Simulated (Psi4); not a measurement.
**Run report: SiH3 (charge +1), single-point calculation (part 2 of 2)**

SiH3, charge +1, SMILES [SiH3+]; DLPNO-CCSD(T)/6-31G**, RHF (Psi4 1.11). The geometry comes from this level: PBE0-D4/def2-TZVP.

Geometry of the input (Å):
```
Si -0.0000  -0.0000  0.0000
H  0.6869  0.6754  1.1130
H  -0.1184  -1.4672  -0.0099
H  -0.5685  0.7917  -1.1031
```

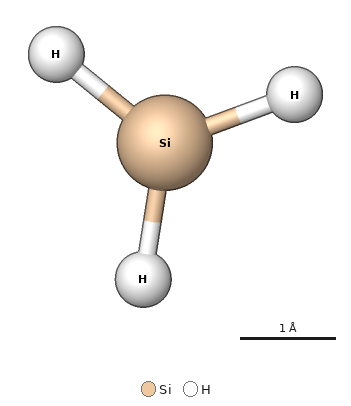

Fig. 1: The structure (ball-and-stick view, seen on its broad side).

### Output, continued
```
    Storing transformed LMO/LMO, LMO/PAO, and PAO/PAO integrals in sparse format.
    Required memory: 0.001 GiB (0.00 % reduction from dense format)

  ==> Transforming 3-Index Integrals to LMO/PAO basis <==

  ==> Determining Strong and Weak Pairs (Refined Prescreening Step) <==

  ==> Forming Pair Natural Orbitals (for LMP2) <==

    Natural Orbitals per Local MO pair:
      Avg:  26 NOs
      Min:  26 NOs
      Max:  26 NOs

      Avg Occ Number Tol: 2.479e-08
      Min Occ Number Tol: 9.806e-09
      Max Occ Number Tol: 3.229e-08

      Avg Trace Sum: 1.000000
      Min Trace Sum: 1.000000
      Max Trace Sum: 1.000000

      Avg Energy Ratio: 1.000000
      Min Energy Ratio: 1.000000
      Max Energy Ratio: 1.000000

    PNO truncation energy = -0.000000000000

  ==> PNO-LMP2 Memory Estimate <==

    (q | i a) [AUX, LMO, PAO]  :    0.000 [GB]
    X^{PNO}_{u_{ij} a_{ij}}    :    0.000 [GB]
    (i a_{ij} | j b_{ij})      :    0.000 [GB]
    T_{ij}^{a_{ij} b_{ij}}     :    0.000 [GB]
    U_{ij}^{a_{ij} b_{ij}}     :    0.000 [GB]
    PNO overlaps               :    0.000 [GB]
    Total Memory Required      :    0.000 [GB]
    Total Memory Given         :    1.600 [GB]

  ==> Iterative Local MP2 with Pair Natural Orbitals (PNOs) <==

    E_CONVERGENCE = 1.00e-08
    R_CONVERGENCE = 1.00e-08

                         Corr. Energy    Delta E     Max R     Time (s)
  @PNO-LMP2 iter   1:  -0.079093962135 -7.909e-02  4.219e-04        0
  @PNO-LMP2 iter   2:  -0.079490396869 -3.964e-04  6.300e-05        0
  @PNO-LMP2 iter   3:  -0.079493463532 -3.067e-06  6.174e-06        0
  @PNO-LMP2 iter   4:  -0.079494300659 -8.371e-07  5.220e-07        0
  @PNO-LMP2 iter   5:  -0.079494336327 -3.567e-08  3.306e-08        0
  @PNO-LMP2 iter   6:  -0.079494338223 -1.896e-09  2.808e-09        0

  ==> Final Strong and Weak Pairs <==

    Weak Pairs                      = 0
    Strong Pairs                    = 9
    Strong Pairs / Total Pairs      = (100.00 %)

  Total DLPNO-MP2 Correlation Energy:  -0.079494338223
    MP2 Correlation Energy:            -0.079494338223
    Semicanonical MP2 Correction:       0.000000000000
    Dipole Correction:                  0.000000000000
    PNO Truncation Correction:         -0.000000000000

  @Total DLPNO-MP2 Energy: -290.413157509886

   * WARNING: This answer will likely vary from one obtained by a energy('dlpno-mp2') call
                due to lack of a semi-canonical MP2 prescreening step in DLPNO-MP2, as well
                as slightly tighter cutoffs utilized to increase accuracy in the context of CC!!!

    Auxiliary BFs per Local MO:
      Average =  118 AUX BFs (4 atoms)
      Min     =  118 AUX BFs (4 atoms)
      Max     =  118 AUX BFs (4 atoms)

    Projected AOs per Local MO:
      Average =   34 PAOs (4 atoms)
      Min     =   34 PAOs (4 atoms)
      Max     =   34 PAOs (4 atoms)

    Local MOs per Local MO:
      Average =    3 LMOs
      Min     =    3 LMOs
      Max     =    3 LMOs

  ==> Merging LMO Domains into LMO Pair Domains <==

    Auxiliary BFs per Local MO pair:
      Average =  118 AUX BFs (4 atoms)
      Min     =  118 AUX BFs (4 atoms)
      Max     =  118 AUX BFs (4 atoms)

    Local MOs per Local MO pair:
      Average =    3 LMOs
      Min     =    3 LMOs
      Max     =    3 LMOs

    Projected AOs per Local MO pair:
      Average =   34 PAOs (4 atoms)
      Min     =   34 PAOs (4 atoms)
      Max     =   34 PAOs (4 atoms)

  ==> Forming Pair Natural Orbitals (for LCCSD) <==

    Natural Orbitals per Local MO pair:
      Avg:  22 NOs
      Min:  20 NOs
      Max:  26 NOs

      Avg Occ Number Tol: 6.205e-07
      Min Occ Number Tol: 1.378e-08
      Max Occ Number Tol: 9.239e-07

      Avg Trace Sum: 0.999699
      Min Trace Sum: 0.999548
      Max Trace Sum: 1.000000

      Avg Energy Ratio: 0.999267
      Min Energy Ratio: 0.998900
      Max Energy Ratio: 1.000000

    LMP2 Weak Pair energy = 0.000000000000
    PNO truncation energy = -0.000015202023

  ==> Transforming 3-Index Integrals to LMO/LMO basis <==

  ==> Transforming 3-Index Integrals to PAO/PAO basis <==

    * PAO/PAO Integral Memory After Screening: 0.001 [GiB]

  ==> DLPNO-CCSD Memory Requirements <==

    *** Common Quantities ***
    (q | i j) [AUX, LMO]          :    0.000 [GB]
    (q | i a) [AUX, LMO, PAO]     :    0.000 [GB]
    (q | a b) [AUX, PAO]          :    0.001 [GB]
    (k_{ij}, l_{ij})-like         :    0.000 [GB]
    (k_{ij}, c_{ij})-like         :    0.000 [GB]
    (a_{ij}, b_{ij})-like         :    0.000 [GB]
    (a_{ij}, c_{kj})-like         :    0.000 [GB]
    (i a_{ij} | b_{ij}, c_{ij})   :    0.001 [GB]
    (Q_{ij} | k_{ij} i)           :    0.000 [GB]
    (Q_{ij} | a_{ij} i)           :    0.000 [GB]
    (Q_{ij} | m_{ij} a_{ij})      :    0.000 [GB]
    (Q_{ij} | a_{ij} b_{ij})      :    0.003 [GB]

    *** Maximum ERI buffer space of 0.002 [GB] per pair, over 1 threads...

    Buffer Space for ERIs         :    0.002 [GB]
    Total Memory Required (ERIs)  :    0.007 [GB]

    *** Quantities for LCCSD Iterations ***
    PNO overlaps                  :    0.000 [GB]

    *** Maximum CCSD buffer space of 0.001 [GB] per pair, over 1 threads...

    Buffer Space for Iterations   :    0.001 [GB]
    Total Memory Required (LCCSD) :    0.007 [GB]

    Total Memory Given            :    1.600 [GB]

    Using high memory PNO overlap algorithm...

    Storing (Q_{ij}|m_{ij} a_{ij}) integrals in RAM...

    Storing (Q_{ij}|a_{ij} b_{ij}) integrals in RAM...

    Computing integrals in the PNO basis from PAO integrals...

    Integral Computation Complete!!! Time Elapsed:    0 seconds

  ==> Local CCSD <==

    E_CONVERGENCE = 1.00e-06
    R_CONVERGENCE = 1.00e-06

                      Corr. Energy    Delta E     Max R1     Max R2     Time (s)
  @LCCSD iter   1:  -0.095122060260 -9.512e-02  1.943e-03  2.068e-03        0
  @LCCSD iter   2:  -0.100500643337 -5.379e-03  7.591e-04  6.171e-04        0
  @LCCSD iter   3:  -0.101056021789 -5.554e-04  1.779e-04  1.140e-04        0
  @LCCSD iter   4:  -0.101145226085 -8.920e-05  4.004e-05  2.703e-05        0
  @LCCSD iter   5:  -0.101161335623 -1.611e-05  1.231e-05  7.599e-06        0
  @LCCSD iter   6:  -0.101162943771 -1.608e-06  2.164e-06  1.958e-06        0
  @LCCSD iter   7:  -0.101162776716  1.671e-07  6.414e-07  5.343e-07        0

  T1 Diagnostic: 0.00858025

  Total DLPNO-CCSD Correlation Energy:  -0.101177978739
    CCSD Correlation Energy:            -0.101162776716
    Weak Pair Contribution:              0.000000000000
    Semicanonical MP2 Correction:        0.000000000000
    Dipole Pair Correction:              0.000000000000
    PNO Truncation Correction:          -0.000015202023

  @Total DLPNO-CCSD Energy: -290.434841150402
    *** Wow, that was fast! A thousand hallelujahs!!!

   --------------------------------------------
                    DLPNO-CCSD(T)
   --------------------------------------------

  DLPNO convergence set to NORMAL.

  Detailed DLPNO thresholds and cutoffs:
    ALGORITHM    = ITERATIVE (T)
    T_CUT_TNO (T0)             = 1.000e-09
    T_CUT_DO_TRIPLES (T0)      = 1.000e-02
    T_CUT_MKN_TRIPLES (T0)     = 1.000e-02
    T_CUT_TRIPLES_WEAK (T0)    = 1.000e-08
    T_CUT_TNO_PRE (T0)         = 1.000e-07
    T_CUT_DO_TRIPLES_PRE (T0)  = 2.000e-02
    T_CUT_MKN_TRIPLES_PRE (T0) = 1.000e-01
    T_CUT_TNO_STRONG (T)       = 1.000e-08
    T_CUT_TNO_WEAK (T)         = 1.000e-07
    F_CUT_T (T)                = 1.000e-03
    T_CUT_ITER (T)             = 1.000e-05
    MIN_TNOS                   =      9
    TRIPLES_MAX_WEAK_PAIRS     =      1

   Starting Triplet Prescreening...
     T_CUT_TNO set to 1.000e-07
     T_CUT_DO  set to 2.000e-02
     T_CUT_MKN set to 1.000e-01

    Number of (Unique) Local MO triplets: 7
    Max Number of Possible (Unique) LMO Triplets: 7 (Ratio: 1.0000)
    Natural Orbitals per Local MO triplet:
      Avg:  22 NOs
      Min:  22 NOs
      Max:  25 NOs

    (Relavent) Semicanonical LCCSD(T0) Computation Complete!!! Time Elapsed:    0 seconds

   Continuing computation with surviving triplets...
     Eliminated all triples with energy less than 1.000e-08 Eh...

    * Energy Contribution From Screened Triplets: 0.000000000000

     T_CUT_TNO (re)set to 1.000e-09
     T_CUT_DO  (re)set to 1.000e-02
     T_CUT_MKN (re)set to 1.000e-02

    Number of (Unique) Local MO triplets: 7
    Max Number of Possible (Unique) LMO Triplets: 7 (Ratio: 1.0000)
    Natural Orbitals per Local MO triplet:
      Avg:  26 NOs
      Min:  26 NOs
      Max:  26 NOs

    (Relavent) Semicanonical LCCSD(T0) Computation Complete!!! Time Elapsed:    0 seconds

    DLPNO-CCSD(T0) Correlation Energy:  -0.102577098518
    * DLPNO-CCSD Contribution:          -0.101162776716
    * DLPNO-(T0) Contribution:          -0.001414321801
    * Screened Triplets Contribution:    0.000000000000

  ==> Computing Full Iterative (T) <==

  ==> Sorting Triplets <==

    Number of Strong Triplets:      6, Total Triplets:      7, Ratio: 0.8571

     T_CUT_TNO (re)set to 1.000e-08 for strong triples
     T_CUT_TNO (re)set to 1.000e-07 for weak triples

    Number of (Unique) Local MO triplets: 7
    Max Number of Possible (Unique) LMO Triplets: 7 (Ratio: 1.0000)
    Natural Orbitals per Local MO triplet:
      Avg:  25 NOs
      Min:  25 NOs
      Max:  26 NOs

  ==> DLPNO-(T) Memory Requirements <==

    (q | i j) integrals    : 0.000 [GB]
    (q | i a) integrals    : 0.000 [GB]
    (q | a b) integrals    : 0.001 [GB]
    W_{ijk}^{abc}          : 0.001 [GB]
    V_{ijk}^{abc}          : 0.001 [GB]
    T_{ijk}^{abc}          : 0.001 [GB]
    Total Memory Required  : 0.004 [GB]
    Total Memory Given     : 1.600 [GB]

    Storing all X_{ijk}^{abc} quantities in RAM...

    (Relavent) Semicanonical LCCSD(T0) Computation Complete!!! Time Elapsed:    0 seconds

  ==> Local CCSD(T) <==

    E_CONVERGENCE = 1.00e-06
    R_CONVERGENCE = 1.00e-06

                         Corr. Energy    Delta E     Max R     Time (s)
  @LCCSD(T) iter   1:  -0.001418266787 -1.418e-03  1.177e-05        0
  @LCCSD(T) iter   2:  -0.001419166188 -8.994e-07  9.092e-07        0

    DLPNO-CCSD(T0) energy at looser tolerance:  -0.001413182037
    DLPNO-CCSD(T)  energy at looser tolerance:  -0.001419166188
    * Net Iterative (T) contribution:           -0.000005984152

  Total DLPNO-CCSD(T) Correlation Energy:  -0.102598284692
    DLPNO-CCSD Contribution:               -0.101177978739
    DLPNO-(T) Contribution:                -0.001420305953
    Screened Triplets Contribution:         0.000000000000

  @Total DLPNO-CCSD(T) Energy: -290.436261456355

	total time  =          0 seconds =       0.00 minutes

    Psi4 run time: 0:00:03.00
```

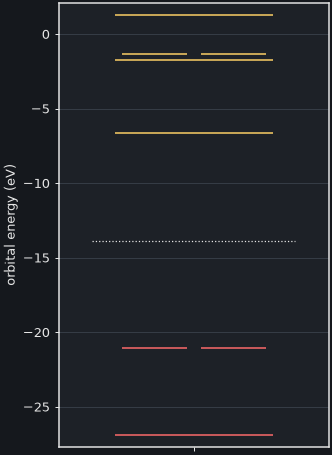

Fig. 2: Orbital energies near the frontier (SCF reference); the dotted line parts filled from empty levels, and levels within 0.02 eV of each other stand side by side. Highest filled −21.08 eV, lowest empty −6.66 eV, 14.42 eV apart.

### Summary

| quantity | value |
| --- | --- |
| outcome | converged |
| total energy | −290.436261 hartree |
| SCF energy | −290.333663 hartree |
| MP2 energy | −290.413158 hartree |
| CCSD energy | −290.434841 hartree |
| correlation energy | −0.102598 hartree |
| (T) correction | −0.001420 hartree |
| basis functions | 34 |
| T1 diagnostic | 0.009 |
| HOMO of the SCF reference | −21.08 eV |
| LUMO of the SCF reference | −6.66 eV |
| hardware | 1 thread of Intel Xeon @ 2.90GHz (Ice Lake), 12 GiB of memory available, shared host |
| wall time | 4.8 s |
| peak memory | 0.19 GiB |

### Notes

Settings chosen away from the usual ones: soscf set to true; screening set to csam; df_scf_guess set to false.
